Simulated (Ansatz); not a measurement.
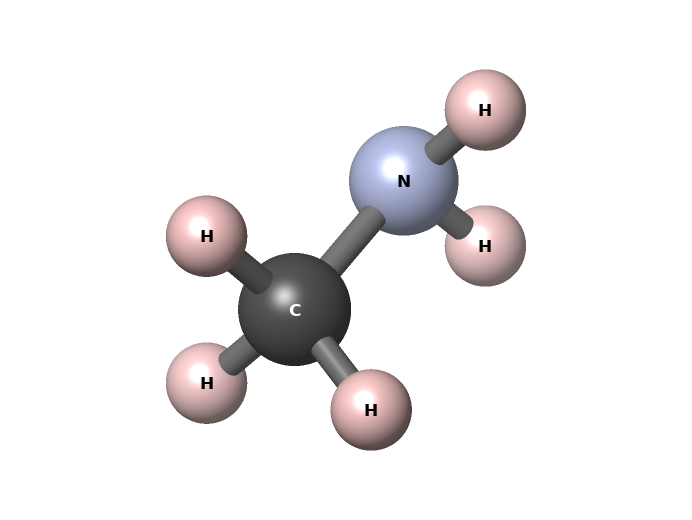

Describe the molecule.

The molecule is CH₅N. The point group is Cs. Coordination: 1 N trigonal pyramidal; 1 C tetrahedral.

More results for the same structure follow; atom numbers are the same in all pictures, views and colours differ. The computed structure is the end point of a PBE0-D4/def2-TZVP optimisation.

Electronic properties

Method: RKS PBE0-D4/def2-TZVP (Ansatz 0.2.0).

Estimate the harmonic zero-point energy.

168.5 kJ/mol.

Give the dipole moment at this level.

1.35 D.

What is the dispersion correction?

−4.4 kJ/mol.

Vibrations

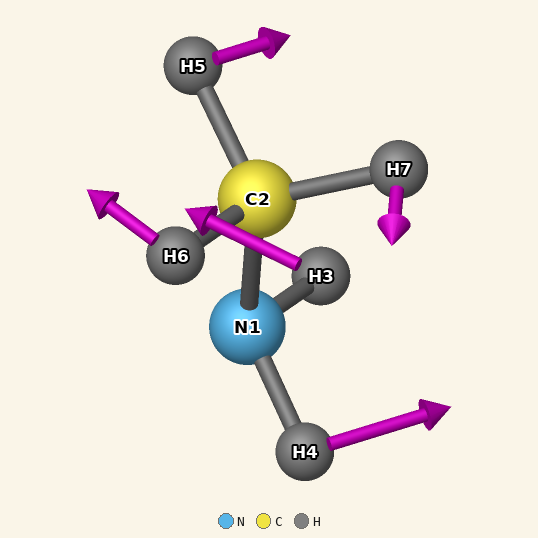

The arrows show one normal mode. Harmonic vibrations computed with RKS PBE0-D4/def2-TZVP (Ansatz 0.2.0) at a stationary point of the same level.

What kind of motion is it?

A torsion or out-of-plane motion in which bond lengths and bond angles hardly change.

Estimate its harmonic wavenumber.

305 cm⁻¹; it is mode 1 of 15 counted from the lowest.

Charges

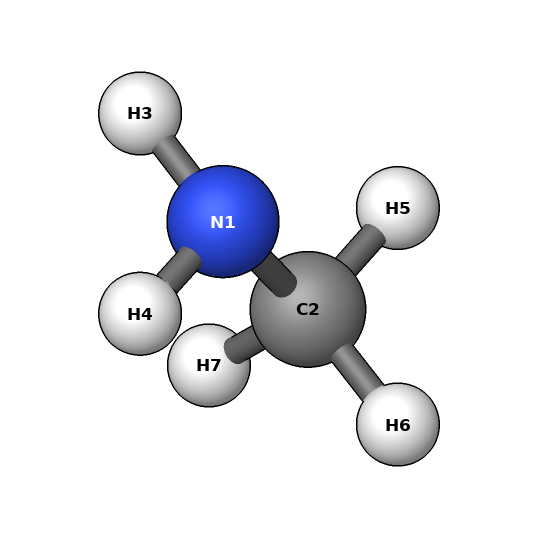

The questions are on Mulliken charges. Properties computed with RKS PBE0-D4/def2-TZVP (Ansatz 0.2.0).

List the Mulliken charges.

```csv
atom,value (e)
N1,−0.52
C2,−0.27
H3,0.22
H4,0.22
H5,0.12
H6,0.12
H7,0.10
```

Mulliken values depend strongly on the basis set and can even reverse the polarity of a bond.
